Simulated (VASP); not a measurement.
Band structure of ZrSe2 (1T layered). Method: PBE GGA, VASP's PBE PAW potentials (set 64) (plane waves; VASP 6.6.1).

Without a dispersion term in the relaxation, distances and binding between the weakly bound layers, chains or molecules are unreliable, and so is what depends on them.

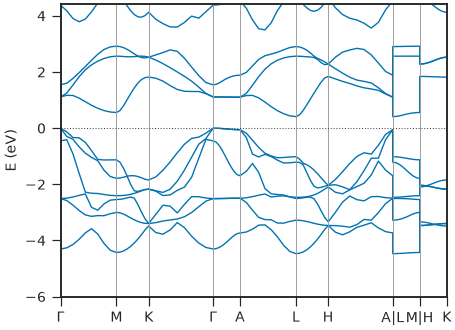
Bands along high-symmetry lines, zero at the valence-band maximum or, without a gap, the Fermi level

Read the plot: is there a gap, and where are the band edges?

The gap is indirect, 0.41 eV, from the valence maximum at Γ to the conduction minimum at L. (Edges off the drawn lines would not show.)

The compound is ZrSe2 in the 1T layered structure. It was relaxed first, which changed the volume by +13 %.
